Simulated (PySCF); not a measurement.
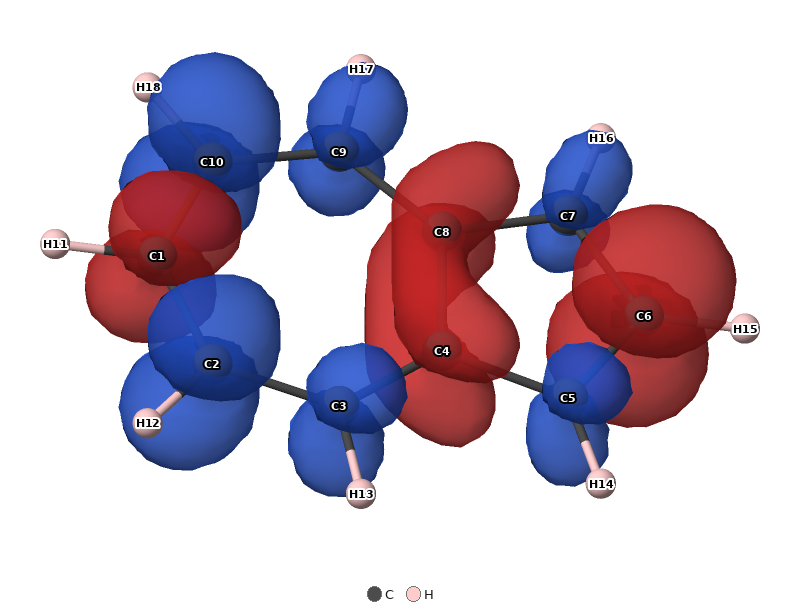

Figure 1: C₁₀H₈, SMILES `c1ccc2cccc2cc1`. Unrelaxed difference density of S₃ less the ground state (CIS singlet states), ±0.01 e/Å³; blue: gain, red: loss.

PySCF calculation, HF/6-31G*, gas phase; geometry: GFN2-xTB. No frequency check shows the geometry to be a minimum. Without diffuse functions Rydberg states are missing, so the states' numbers hold for this basis only.

How does the charge move on excitation?

0.37 e is displaced in all, of which about 0.3 e passes between atoms: C6 (0.12 e) and C4 and C8 (0.05 e each) lose electrons and C2 and C10 (0.08 e each) gain them. The state: 5.73 eV (216 nm), f = 0.180 (bright), π → π*; the leading pair carries 78 %; hole on C6 (15 %), C4 and C8 (13 % each) and C1 (11 %), electron on C2, C3, C9 and C10 (12 % each), C4, C5, C7 and C8 (9 % each) and C1 (7 %) (shares are of the whole state, not of the leading pair alone); their centroids lie 0.7 Å apart.
